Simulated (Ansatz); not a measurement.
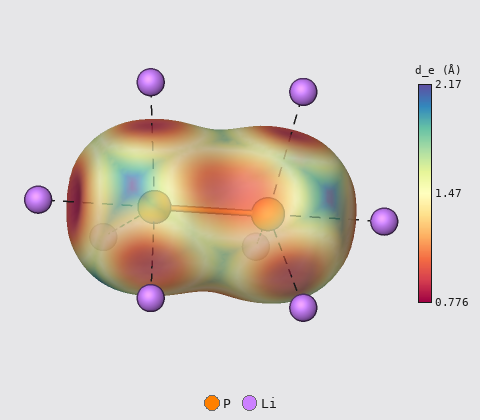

Hirshfeld surface computed for one P2 unit (covalently bonded non-metal atoms) in Li2P (P-6m2, No. 187), coloured by d_e. Dashed lines lead to the closest neighbours outside.

The surface is where the fragment's share of the procrystal density (the sum of the densities of spherically averaged neutral Hartree-Fock atoms) equals one half. d_i and d_e are the distances from the surface to the nearest nucleus inside and outside.

The cell is taken from the input geometry of an electronic-structure calculation (not necessarily at equilibrium); the starting structure was generated, so it need not be a known form of this composition.

```
Li P
1.0
     4.30886    0.00000    0.00000
    -2.15443    3.73158    0.00000
     0.00000    0.00000    6.89954
Li P
4 2
Direct
  0.00000 0.00000 0.00000
  0.33333 0.66667 0.22044
  0.66667 0.33333 0.50000
  0.33333 0.66667 0.77956
  0.66667 0.33333 0.16403
  0.66667 0.33333 0.83597
```

> What is the shortest distance from the fragment to an atom outside it?

P–Li, 2.32 Å.

> How is the surface shared among contacts (nearest atom inside ··· nearest atom outside)?

P···Li 100 %. The surface faces 11 neighbours with more than 2 % of its area each: 11 Li.

> Give the size and shape of the surface.

It encloses about 41.1 Å³, has an area of about 62 Å² and a globularity of 0.93 (1 for a sphere).
